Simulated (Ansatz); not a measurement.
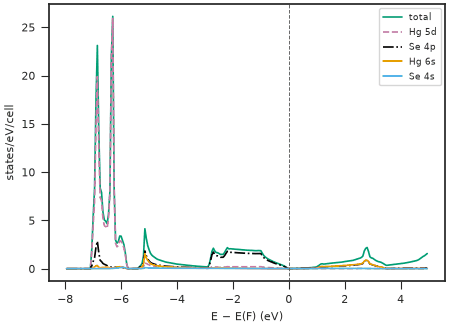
Fig. 1. Total and projected density of states of HgSe (zinc blende, F-43m), plane-wave PAW PBEsol (Ansatz code)

**Question.** Which orbitals carry the states next to the Fermi level?

**Answer.** Within 0.5 eV of the Fermi level: Se 4p 83 %, Hg 5d 12 %. Projections are on Löwdin-orthogonalised atomic valence shells; empty p or d shells of many metals are not among them.

**Question.** Where is the tallest occupied peak in this window, and what makes it?

**Answer.** Near -6.3 eV, about 26 states/eV per cell; the largest projected share is Hg 5d.

The PBEsol relaxation kept the symmetry of its start. Scalar-relativistic: spin–orbit coupling is off unless named, which matters more the heavier the elements.

Potentials: the later of the program's two PAW sets.
